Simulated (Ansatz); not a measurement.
Band structure of HfGa4Co (P4/mmm, 6 atoms in the cell).

```yaml
crystal:
  lattice:
    - [4.02791, 0.00000, 0.00000]
    - [0.00000, 4.02791, 0.00000]
    - [0.00000, 0.00000, 6.30101]
  atoms:
    - { symbol: Hf, position: [0.00000, 0.00000, 0.00000] }
    - { symbol: Ga, position: [0.50000, 0.00000, 0.70679] }
    - { symbol: Ga, position: [0.50000, 0.00000, 0.29321] }
    - { symbol: Ga, position: [0.00000, 0.50000, 0.70679] }
    - { symbol: Ga, position: [0.00000, 0.50000, 0.29321] }
    - { symbol: Co, position: [0.00000, 0.00000, 0.50000] }
```

Computed with PBEsol, PAW files made with PBE (plane waves; Ansatz, an electronic-structure program).

Settings: basis.ecutwfc = 420 eV; kpoints.mp_grid.grid = 5 5 3; hamiltonian.xc = pbesol; hamiltonian.pseudopotentials = {kind: paw} (an earlier, softer set of the program's PAW files); scf.occupations.method = gaussian; scf.occupations.width = 0.1 eV; kpoints.band_path.npoints = 8.

The starting cell comes from a database of computed structures (which also holds hypothetical and non-ambient phases and stackings), without a prior relaxation at this level. Its lattice was rescaled by a random factor within 2.5 % of one. Spin-orbit coupling is off. Spin polarisation is off.

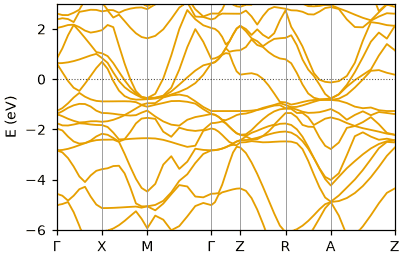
Bands along the path, energies from the Fermi level.

Levels in eV from the Fermi level, bands 44 to 51:
```
point     44     45     46     47     48     49     50    51
-----  -----  -----  -----  -----  -----  -----  -----  ----
Γ      -1.38  -1.38  -1.27   0.63   0.63   0.81   2.04  2.38
X      -1.69  -1.34  -0.88   0.70   0.84   1.03   1.95  2.70
M      -1.25  -1.09  -0.96  -0.79  -0.79  -0.75  -0.75  1.63
Z      -2.21  -1.39  -1.27   0.18   1.15   2.13   2.13  2.61
R      -1.17  -1.15  -1.02  -0.92   0.79   1.65   2.75  2.81
A      -1.52  -1.19  -0.82  -0.82  -0.77  -0.77  -0.13  2.87
```

Bands cross the Fermi level along this path, so the cell is metallic at this level.

Keys are those of Ansatz 0.2.
